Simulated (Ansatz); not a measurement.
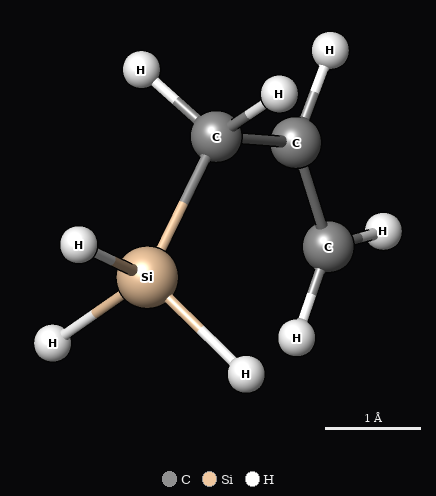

*The starting structure (ball-and-stick view, seen at an oblique angle).*

Run report: C$_{3}$H$_{8}$Si, geometry relaxation

System: C$_{3}$H$_{8}$Si.
Method: UKS PBE/def2-SVP (Ansatz 0.2.0).

It belongs to a series of runs on one base structure; here: end point A relaxed.

**Input**
```yaml
crystal:
  periodic: [false, false, false]
  atoms:
    - { symbol: C, position_ang: [-1.5522, 1.1454, 0.2177] }
    - { symbol: C, position_ang: [-0.2489, 1.1117, 0.6461] }
    - { symbol: C, position_ang: [0.8505, 0.0697, 0.3317] }
    - { symbol: Si, position_ang: [0.5359, -1.3833, -0.7083] }
    - { symbol: H, position_ang: [-1.9356, 0.3812, -0.3936] }
    - { symbol: H, position_ang: [-2.1683, 1.9489, 0.555] }
    - { symbol: H, position_ang: [0.1136, 1.917, 1.2663] }
    - { symbol: H, position_ang: [1.187, -0.254, 1.3067] }
    - { symbol: H, position_ang: [1.6585, 0.6383, -0.1508] }
    - { symbol: H, position_ang: [-0.5064, -2.3061, -0.1409] }
    - { symbol: H, position_ang: [1.7893, -2.2018, -0.8878] }
    - { symbol: H, position_ang: [0.0945, -1.0122, -2.1027] }
magnetization:
  spin_polarized: true
basis:
  gaussian: { orbitals: def2-SVP }
hamiltonian:
  xc: pbe
relax:
  f_tol: 0.02
  max_steps: 50
output:
  orbitals: {}
```

Run on 2 threads of Arm Neoverse V1, 24 GiB of memory available, shared host.

Launched with:
```bash
ansatz run input.yaml --threads 2 --pin off --max-ram 3072MiB --backend cpu --events-out ev --progress --plain --runs-dir out
```

**Output**
```
The last accepted step is kept in [file] (removed where the run ends without a failure and the disk answers)
Engine: ansatz 0.2.0, aarch64-unknown-linux-gnu
Functional definition: PBE
  parameter kappa = 0.804
  parameter beta = 0.06672455060314922
  exchange = pbe_x(kappa = kappa, mu = beta*pi^2/3)
  correlation = pbe_c(beta = beta)
1134 factors; their error is unknown
mean field evaluation 1: about -11095.6688 eV, gradient 4.0e1 eV
mean field evaluation 2: about -11087.5140 eV, gradient 5.5e1 eV
mean field evaluation 4: about -11104.3000 eV, gradient 4.4e0 eV
mean field evaluation 8: about -11104.3307 eV, gradient 2.1e-1 eV
mean field evaluation 16: about -11104.3309 eV, gradient 1.4e-5 eV
mean field -11104.33087495 eV, -408.0766328686 hartree, gradient 1.4e-5 eV, S^2 0.000000; 0 other end points of the search recorded, 0 dependent functions left out
the calculation of the forces begins
reference -11104.33091052 eV, -408.0766341757 hartree; 20, 20 occupied and 80, 80 virtual orbitals, 1134 factors
relax step   1: F+E_penalty+E_count = -11104.33087495 eV  Δ(F+E_penalty+E_count) = +0.000e0 eV  max|allowed force component| = 3.153e0 eV/Å  Δτ_max = 0.0000 Å  (30 SCF iters, accepted)
these checks for a lower state are left out or cut short: starts, cluster_reference, orbital_swaps, neighbouring_geometries, increment
1134 factors; their error is unknown
mean field -11104.55831782 eV, -408.0849912399 hartree, gradient 2.3e-5 eV, S^2 0.000000; 0 other end points of the search recorded, 0 dependent functions left out
the calculation of the forces begins
reference -11104.55835304 eV, -408.0849925342 hartree; 20, 20 occupied and 80, 80 virtual orbitals, 1134 factors
relax step   2: F+E_penalty+E_count = -11104.55831782 eV  Δ(F+E_penalty+E_count) = -2.274e-1 eV  max|allowed force component| = 1.116e0 eV/Å  Δτ_max = 0.1117 Å  (32 SCF iters, accepted)
these checks for a lower state are left out or cut short: starts, cluster_reference, orbital_swaps, neighbouring_geometries, increment
1134 factors; their error is unknown
mean field -11104.57753546 eV, -408.0856974750 hartree, gradient 2.4e-5 eV, S^2 0.000000; 0 other end points of the search recorded, 0 dependent functions left out
the calculation of the forces begins
reference -11104.57757056 eV, -408.0856987651 hartree; 20, 20 occupied and 80, 80 virtual orbitals, 1134 factors
relax step   3: F+E_penalty+E_count = -11104.57753546 eV  Δ(F+E_penalty+E_count) = -1.922e-2 eV  max|allowed force component| = 5.968e-1 eV/Å  Δτ_max = 0.0944 Å  (32 SCF iters, accepted)
these checks for a lower state are left out or cut short: starts, cluster_reference, orbital_swaps, neighbouring_geometries, increment
1134 factors; their error is unknown
mean field evaluation 32: about -11104.6515 eV, gradient 2.3e-1 eV
mean field -11104.58153113 eV, -408.0858443134 hartree, gradient 7.3e-6 eV, S^2 0.000000; 0 other end points of the search recorded, 0 dependent functions left out
the calculation of the forces begins
reference -11104.58156606 eV, -408.0858455971 hartree; 20, 20 occupied and 80, 80 virtual orbitals, 1134 factors
relax step   4: F+E_penalty+E_count = -11104.58153113 eV  Δ(F+E_penalty+E_count) = -3.996e-3 eV  max|allowed force component| = 5.969e-1 eV/Å  Δτ_max = 0.2000 Å  (30 SCF iters, accepted)
these checks for a lower state are left out or cut short: starts, cluster_reference, orbital_swaps, neighbouring_geometries, increment
1134 factors; their error is unknown
mean field -11104.61031750 eV, -408.0869021928 hartree, gradient 2.0e-5 eV, S^2 0.000000; 0 other end points of the search recorded, 0 dependent functions left out
the calculation of the forces begins
reference -11104.61035256 eV, -408.0869034813 hartree; 20, 20 occupied and 80, 80 virtual orbitals, 1134 factors
relax step   5: F+E_penalty+E_count = -11104.61031750 eV  Δ(F+E_penalty+E_count) = -2.879e-2 eV  max|allowed force component| = 1.187e-1 eV/Å  Δτ_max = 0.1074 Å  (31 SCF iters, accepted)
these checks for a lower state are left out or cut short: starts, cluster_reference, orbital_swaps, neighbouring_geometries, increment
1134 factors; their error is unknown
mean field -11104.61136303 eV, -408.0869406154 hartree, gradient 2.0e-5 eV, S^2 0.000000; 0 other end points of the search recorded, 0 dependent functions left out
the calculation of the forces begins
reference -11104.61139810 eV, -408.0869419043 hartree; 20, 20 occupied and 80, 80 virtual orbitals, 1134 factors
relax step   6: F+E_penalty+E_count = -11104.61136303 eV  Δ(F+E_penalty+E_count) = -1.046e-3 eV  max|allowed force component| = 4.380e-2 eV/Å  Δτ_max = 0.0360 Å  (30 SCF iters, accepted)
these checks for a lower state are left out or cut short: starts, cluster_reference, orbital_swaps, neighbouring_geometries, increment
1134 factors; their error is unknown
mean field -11104.61159187 eV, -408.0869490250 hartree, gradient 2.0e-5 eV, S^2 0.000000; 0 other end points of the search recorded, 0 dependent functions left out
the calculation of the forces begins
reference -11104.61162695 eV, -408.0869503142 hartree; 20, 20 occupied and 80, 80 virtual orbitals, 1134 factors
relax step   7: F+E_penalty+E_count = -11104.61159187 eV  Δ(F+E_penalty+E_count) = -2.288e-4 eV  max|allowed force component| = 1.992e-2 eV/Å  Δτ_max = 0.0228 Å  (32 SCF iters, accepted)
1134 factors; their error is unknown
mean field evaluation 64: about -11104.3995 eV, gradient 7.3e0 eV
```

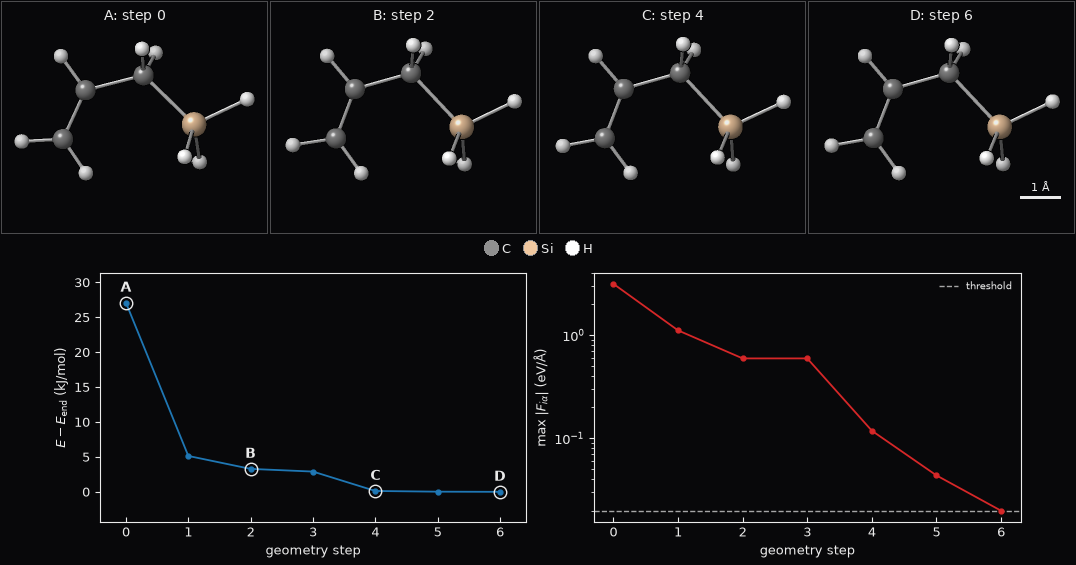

*Frames of the relaxation (ball-and-stick view, seen at a tilt) above the curves, on which the letters mark them (the first geometry is step 0 here and step 1 in the log).*

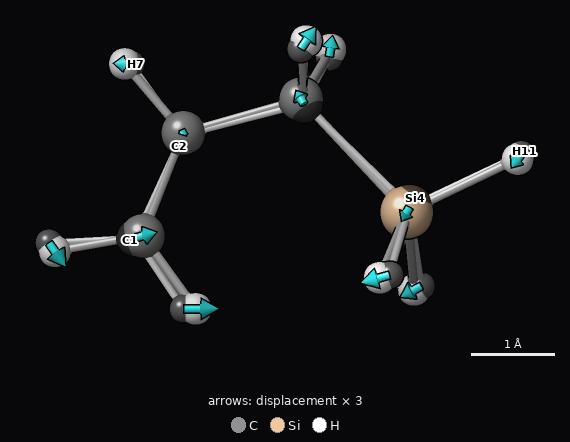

*Start (faint) and end (solid) with the displacements as teal arrows, magnified 3 times (ball-and-stick view, seen at a tilt). The two geometries are laid on each other by the best rigid fit.*

The energy falls by 27.1 kJ/mol in 6 geometry steps. Largest force component: 3.2 eV/Å at the start, 0.02 eV/Å at the end. The largest move after the best rigid fit is that of H5, 0.15 Å. Largest moves by element: H 0.15 Å, C 0.10 Å, Si 0.07 Å. Among the contacts that change: C3–Si4 1.814 → 1.904 Å, C1–H5 1.051 → 1.104 Å, C2–C3 1.547 → 1.506 Å, C1–H6 1.067 → 1.101 Å. Among the angles that change: C2–C3–H8 103.9° → 109.7°, H5–C1–H6 121.4° → 116.5°, H8–C3–H9 108.8° → 103.9°. (Atoms are counted from 1 in the order of the input.)

```
mean field -11104.61159187 eV, -408.0869490250 hartree, gradient 2.2e-5 eV, S^2 0.000000; 1 other end points of the search recorded, 0 dependent functions left out
the calculation of the forces begins
reference -11104.61162695 eV, -408.0869503142 hartree; 20, 20 occupied and 80, 80 virtual orbitals, 1134 factors
Total energy: -11104.61162695 eV, -408.0869503142 hartree
Atom 0 at    -1.483390     1.076207     0.204151 Å, force     0.009190    -0.000636     0.004305 eV/Å
Atom 1 at    -0.217293     1.116202     0.656287 Å, force    -0.008650     0.019916     0.011679 eV/Å
Atom 2 at     0.883287     0.131071     0.360808 Å, force    -0.002667    -0.007519    -0.000719 eV/Å
Atom 3 at     0.467812    -1.372064    -0.731339 Å, force     0.009308    -0.007593    -0.003243 eV/Å
Atom 4 at    -1.848602     0.272290    -0.457716 Å, force    -0.002936    -0.000512    -0.004248 eV/Å
Atom 5 at    -2.212587     1.854099     0.479634 Å, force     0.002918    -0.007262     0.000746 eV/Å
Atom 6 at     0.068664     1.956322     1.317834 Å, force     0.001621     0.005496    -0.002830 eV/Å
Atom 7 at     1.304118    -0.258859     1.316735 Å, force    -0.005445    -0.000671    -0.002851 eV/Å
Atom 8 at     1.742515     0.660769    -0.112952 Å, force    -0.003516    -0.001368    -0.001711 eV/Å
Atom 9 at    -0.605163    -2.225179    -0.108596 Å, force     0.002265     0.002722    -0.001673 eV/Å
Atom 10 at     1.712527    -2.205244    -0.884400 Å, force    -0.003067    -0.002413    -0.001350 eV/Å
Atom 11 at     0.006014    -0.950814    -2.101047 Å, force     0.000979    -0.000160     0.001895 eV/Å
Dipole moment:     0.090885     0.111541     0.099443 e Å
```

**Trajectory as extended XYZ (Å, eV, eV/Å), 7 frames, from step=1 to step=7**
```
12
Properties=species:S:1:pos:R:3:forces:R:3 step=1 energy=-11104.33087
C    -1.5522    1.1454    0.2177    3.1529   0.3113   1.3948
C    -0.2489    1.1117    0.6461   -1.1165  -1.1145  -1.3361
C     0.8505    0.0697    0.3317   -1.2586   2.1212   0.3869
Si    0.5359   -1.3833   -0.7083   -0.4616  -1.4301  -1.1759
H    -1.9356    0.3812   -0.3936   -0.8935  -1.3236  -1.1572
H    -2.1683    1.9489    0.5550   -0.8820   0.8461   0.2135
H     0.1136    1.9170    1.2663    0.2034   0.7108   0.5854
H     1.1870   -0.2540    1.3067    0.7360  -0.3913   0.8280
H     1.6585    0.6383   -0.1508    0.5691   0.1055   0.0227
H    -0.5064   -2.3061   -0.1409   -0.0700   0.0063   0.0738
H     1.7893   -2.2018   -0.8878    0.0570   0.0814   0.1160
H     0.0945   -1.0122   -2.1027   -0.0362   0.0769   0.0482
12
Properties=species:S:1:pos:R:3:forces:R:3 step=2 energy=-11104.55832
C    -1.5165    1.0823    0.2225    1.0430   0.3633   0.2658
C    -0.2308    1.1136    0.6404   -0.0906  -0.5809  -0.1932
C     0.8725    0.0981    0.3452   -0.5971   1.1158   0.3710
Si    0.4823   -1.3686   -0.7218   -0.0963  -0.7191  -0.5052
H    -1.8789    0.2953   -0.4370   -0.3160  -0.2952  -0.2473
H    -2.1764    1.9121    0.4940   -0.3311   0.0050   0.0250
H     0.0890    1.9318    1.3023    0.0021   0.2333   0.0681
H     1.2625   -0.2553    1.3164    0.2305  -0.1546   0.1783
H     1.7129    0.6446   -0.1315    0.1864  -0.0055  -0.0004
H    -0.5712   -2.2655   -0.1247   -0.0044   0.0449   0.0166
H     1.7491   -2.1737   -0.8668   -0.0361  -0.0142  -0.0279
H     0.0233   -0.9599   -2.0997    0.0098   0.0074   0.0492
12
Properties=species:S:1:pos:R:3:forces:R:3 step=3 energy=-11104.57754
C    -1.4703    1.1003    0.1595   -0.5959  -0.0817   0.5968
C    -0.2191    1.1227    0.6491    0.2981   0.1331  -0.1374
C     0.8768    0.1236    0.3678    0.1160   0.1168   0.0715
Si    0.4665   -1.3739   -0.7316    0.0026  -0.0404  -0.0093
H    -1.8479    0.2568   -0.4574    0.0673   0.2769   0.0364
H    -2.2232    1.8389    0.5309    0.3400  -0.2367  -0.4581
H     0.0804    1.9829    1.2868   -0.0926  -0.1748  -0.0035
H     1.2931   -0.2643    1.3313   -0.0985   0.0280  -0.0964
H     1.7483    0.6486   -0.0940   -0.0495  -0.0405  -0.0032
H    -0.6032   -2.2399   -0.1162    0.0266   0.0217  -0.0083
H     1.7191   -2.1972   -0.8898   -0.0331   0.0061  -0.0037
H    -0.0026   -0.9436   -2.0971    0.0189  -0.0086   0.0152
12
Properties=species:S:1:pos:R:3:forces:R:3 step=4 energy=-11104.58153
C    -1.4630    1.0873    0.1909   -0.4915  -0.1307  -0.5969
C    -0.2373    1.0683    0.7109    0.3971   0.3879   0.2044
C     0.8706    0.1331    0.3660    0.3054  -0.3013  -0.1164
Si    0.4611   -1.3812   -0.7121   -0.0493  -0.0823   0.0802
H    -1.7943    0.3657   -0.5728    0.0039  -0.1346  -0.0102
H    -2.1798    1.8754    0.4191   -0.2683   0.2431   0.2769
H     0.0216    1.8612    1.4342    0.0337   0.0484   0.1084
H     1.3708   -0.2133    1.2950    0.0370  -0.1495   0.0557
H     1.6802    0.6772   -0.1719    0.0130   0.1270  -0.0012
H    -0.5696   -2.2439   -0.0335    0.0061  -0.0310  -0.0373
H     1.7181   -2.1827   -0.9163    0.0119  -0.0093   0.0172
H    -0.0604   -0.9924   -2.0703    0.0011   0.0322   0.0193
12
Properties=species:S:1:pos:R:3:forces:R:3 step=5 energy=-11104.61032
C    -1.4779    1.0823    0.1890    0.1187  -0.0289   0.0349
C    -0.2202    1.1075    0.6708   -0.1186  -0.0170  -0.0575
C     0.8854    0.1308    0.3635    0.0072   0.0085  -0.0017
Si    0.4636   -1.3748   -0.7223    0.0061  -0.0049   0.0201
H    -1.8245    0.2930   -0.4998   -0.0185   0.0087  -0.0097
H    -2.2144    1.8539    0.4624    0.0121  -0.0055   0.0155
H     0.0528    1.9280    1.3589    0.0199   0.0483   0.0301
H     1.3344   -0.2480    1.3110   -0.0353  -0.0078  -0.0031
H     1.7280    0.6678   -0.1308    0.0105   0.0134  -0.0104
H    -0.5978   -2.2285   -0.0823   -0.0053  -0.0091  -0.0035
H     1.7072   -2.2038   -0.8977    0.0104  -0.0072   0.0042
H    -0.0186   -0.9535   -2.0835   -0.0071   0.0014  -0.0189
12
Properties=species:S:1:pos:R:3:forces:R:3 step=6 energy=-11104.61136
C    -1.4793    1.0778    0.1990   -0.0438   0.0218  -0.0005
C    -0.2179    1.1154    0.6624    0.0174  -0.0155  -0.0008
C     0.8821    0.1307    0.3615    0.0259   0.0288   0.0010
Si    0.4669   -1.3739   -0.7285   -0.0097  -0.0019   0.0077
H    -1.8374    0.2809   -0.4755    0.0003   0.0010   0.0078
H    -2.2123    1.8516    0.4759    0.0023  -0.0054  -0.0036
H     0.0643    1.9501    1.3330   -0.0018  -0.0132  -0.0080
H     1.3107   -0.2559    1.3152   -0.0008  -0.0035  -0.0044
H     1.7353    0.6637   -0.1200    0.0052  -0.0104   0.0078
H    -0.6018   -2.2278   -0.0996    0.0034  -0.0026  -0.0025
H     1.7122   -2.2048   -0.8894   -0.0024   0.0019   0.0010
H    -0.0049   -0.9531   -2.0946    0.0040  -0.0011  -0.0057
12
Properties=species:S:1:pos:R:3:forces:R:3 step=7 energy=-11104.61159
C    -1.4834    1.0762    0.2042    0.0092  -0.0006   0.0043
C    -0.2173    1.1162    0.6563   -0.0086   0.0199   0.0117
C     0.8833    0.1311    0.3608   -0.0027  -0.0075  -0.0007
Si    0.4678   -1.3721   -0.7313    0.0093  -0.0076  -0.0032
H    -1.8486    0.2723   -0.4577   -0.0029  -0.0005  -0.0042
H    -2.2126    1.8541    0.4796    0.0029  -0.0073   0.0007
H     0.0687    1.9563    1.3178    0.0016   0.0055  -0.0028
H     1.3041   -0.2589    1.3167   -0.0054  -0.0007  -0.0029
H     1.7425    0.6608   -0.1130   -0.0035  -0.0014  -0.0017
H    -0.6052   -2.2252   -0.1086    0.0023   0.0027  -0.0017
H     1.7125   -2.2052   -0.8844   -0.0031  -0.0024  -0.0014
H     0.0060   -0.9508   -2.1010    0.0010  -0.0002   0.0019
```

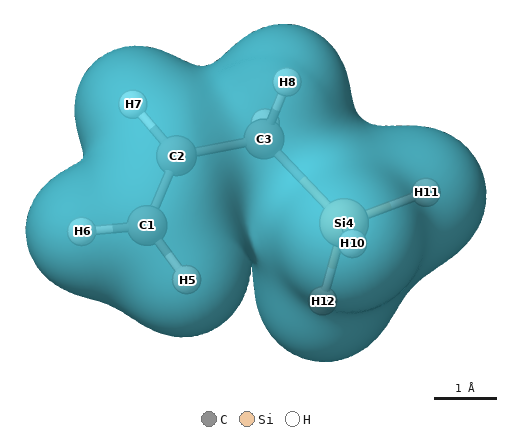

*Isosurface of the electron density at 0.05 e/Å³ (cyan), seen at a tilt.*

At this value the surface is in one piece. On the grid the lowest density along these lines, outside the cores, is 2.2 e/Å³ (C–C, 1.35 Å), 0.74 e/Å³ (C–Si, 1.90 Å), 1.8 e/Å³ (C–H, 1.10 Å) and 1.7 e/Å³ (C–C, 1.51 Å).

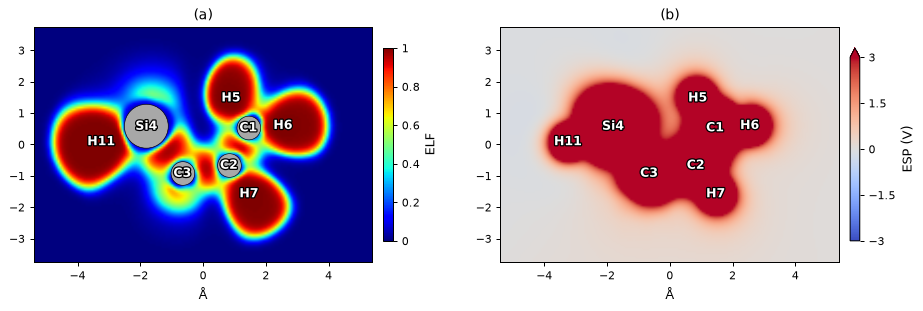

*(a) ELF; (b) electrostatic potential on the plane of atoms C2, C3 and Si4. Grey discs, where drawn, cover atomic cores.*

The section cuts through C, Si and H sites. C–C (1.35 Å): the ELF peaks at about 0.95 between the atoms; a double or triple bond. C–Si (1.90 Å): the ELF peaks at about 0.95 between the atoms, which marks a covalent bond. C–H (1.10 Å): the ELF climbs to about 1 towards the hydrogen, as it does in any bond to H; a covalent bond by its length. Si–H (1.51 Å): the ELF climbs to about 1 towards the hydrogen. The potential has no marked negative region in this plane.

**Summary**

| quantity | value |
| --- | --- |
| outcome | converged |
| total energy | −11104.6116 eV |
| mean-field energy | −11104.6116 eV |
| largest force (length of the vector) at the end | 0.025 eV/Å |
| wall time | 22 s (CPU time 43 s) |
| peak memory | 0.16 GiB |
